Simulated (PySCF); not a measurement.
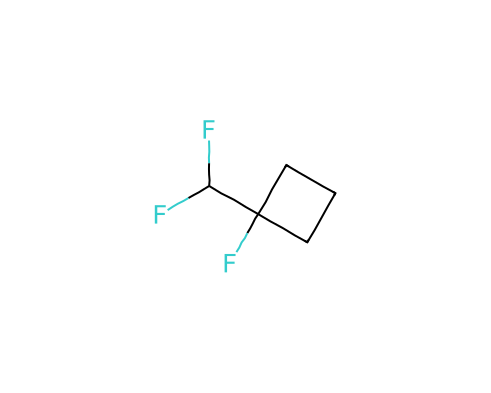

Skeletal drawing of a molecule.

Write the SMILES.

Answer. FC(F)C1(F)CCC1

What is the molecular formula?

Answer. C5H7F3.

An optimisation with GFN2-xTB gave a structure of which point group?

Answer. C1. Other conformers may differ.

More results for the same structure follow; atom numbers are the same in all pictures, views and colours differ. The computed structure is the end point of a GFN2-xTB optimisation. No frequency run is at hand to confirm it as a minimum.

## Shape

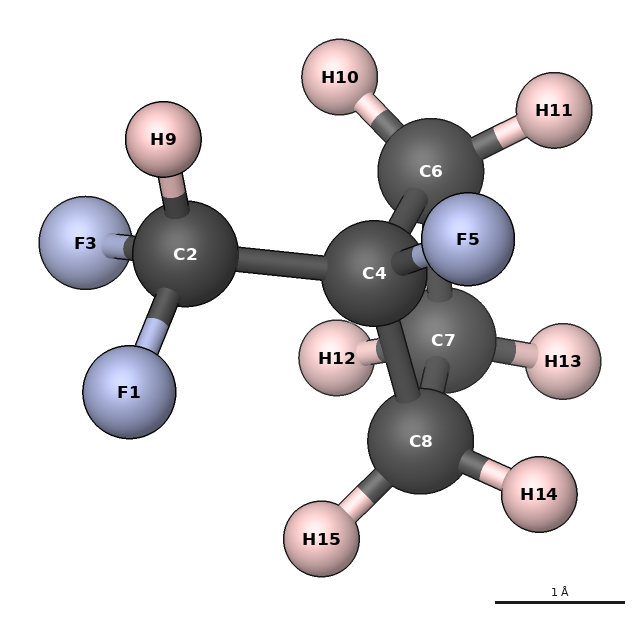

Numbered structure. No frequency run is at hand to confirm it as a minimum.

Give the bond lengths.

```json
{"bond": "F1–C2", "length (Å)": "1.352", "order": "single"}
{"bond": "C2–F3", "length (Å)": "1.353", "order": "single"}
{"bond": "C2–C4", "length (Å)": "1.530", "order": "single"}
{"bond": "C2–H9", "length (Å)": "1.101", "order": "single"}
{"bond": "C4–F5", "length (Å)": "1.381", "order": "single"}
{"bond": "C4–C6", "length (Å)": "1.534", "order": "single"}
{"bond": "C4–C8", "length (Å)": "1.533", "order": "single"}
{"bond": "C6–C7", "length (Å)": "1.539", "order": "single"}
{"bond": "C6–H10", "length (Å)": "1.087", "order": "single"}
{"bond": "C6–H11", "length (Å)": "1.087", "order": "single"}
{"bond": "C7–C8", "length (Å)": "1.539", "order": "single"}
{"bond": "C7–H12", "length (Å)": "1.087", "order": "single"}
{"bond": "C7–H13", "length (Å)": "1.086", "order": "single"}
{"bond": "C8–H14", "length (Å)": "1.087", "order": "single"}
{"bond": "C8–H15", "length (Å)": "1.087", "order": "single"}
```

## NMR shielding

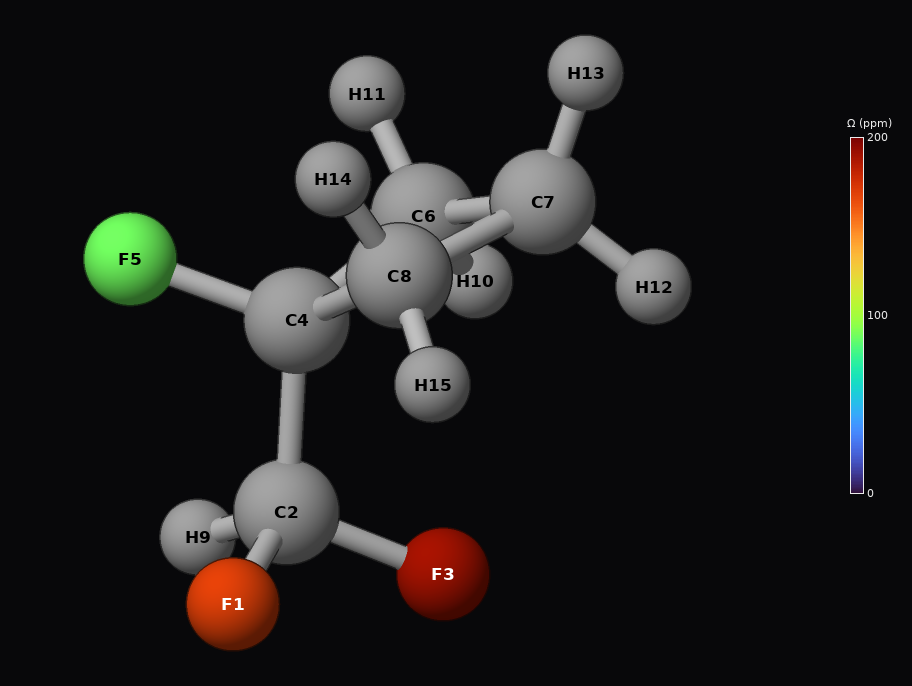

The F atoms are coloured by the span of their shielding tensor. No frequency run is at hand to confirm it as a minimum. Properties computed with GIAO PBE0/pcSseg-1 NMR shielding, non-relativistic, gas phase (PySCF 2.14.0). Principal shieldings σ11 ≤ σ22 ≤ σ33, span Ω = σ33 − σ11, skew κ = 3(σiso − σ22)/Ω.

Which F atom has the most anisotropic shielding?

Answer. F3, with a span of 190 ppm.

Give the shielding tensors of the F atoms.

```
atom    σ11    σ22    σ33   σiso      Ω      κ
  F1  225.5  349.9  393.9  323.1  168.3  −0.48
  F3  215.1  349.5  404.7  323.1  189.6  −0.42
  F5  302.6  329.1  391.1  340.9   88.5   0.40
```

Shieldings and span in ppm.

## Polarisability

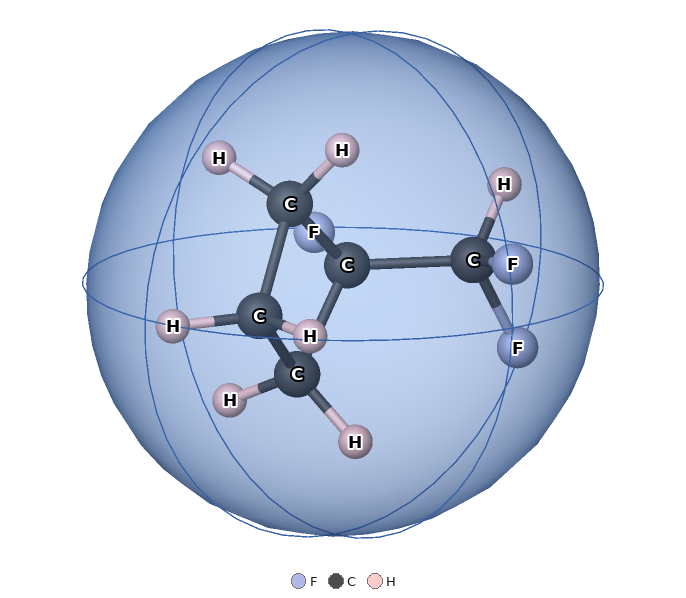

The ellipsoid shows the static dipole polarisability: its half-axes are proportional to the principal values. No frequency run is at hand to confirm it as a minimum. Method: PBE0/def2-SVPD (PySCF 2.14.0).

How large and how anisotropic is the polarisability?

Answer. Principal values 55.4, 58.5, 62.9 bohr³; mean 58.9 bohr³ (8.73 Å³); anisotropy 6.5 bohr³, so the longest axis is 1.13 times the shortest.

## Ring current

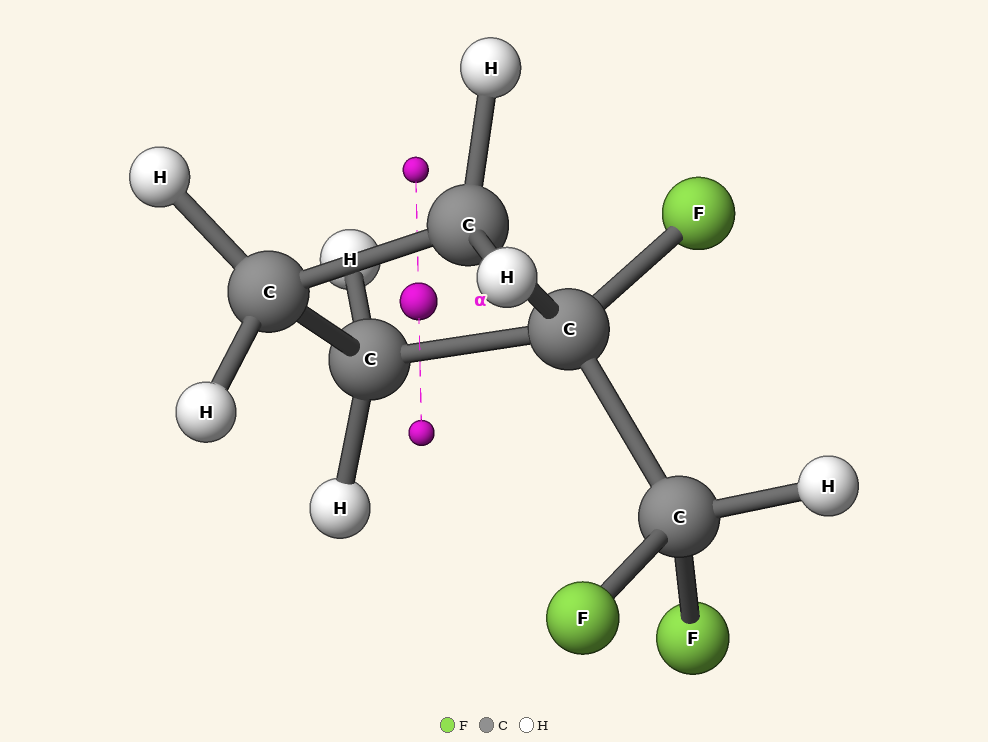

The small points mark where nucleus-independent chemical shifts (NICS) were computed: at the centre of each lettered ring and 1 Å above and below it. No frequency run is at hand to confirm it as a minimum. Properties computed with GIAO PBE0/pcSseg-1 NMR shielding, non-relativistic, gas phase (PySCF 2.14.0).

Give NICS(0), NICS(1) and the out-of-plane component NICS(1)zz for each ring (means of the two sides).

```csv
ring,members,NICS(0),NICS(1),NICS(1)zz
α,C4,−1.2,−1.0,1.1
```

Values in ppm.
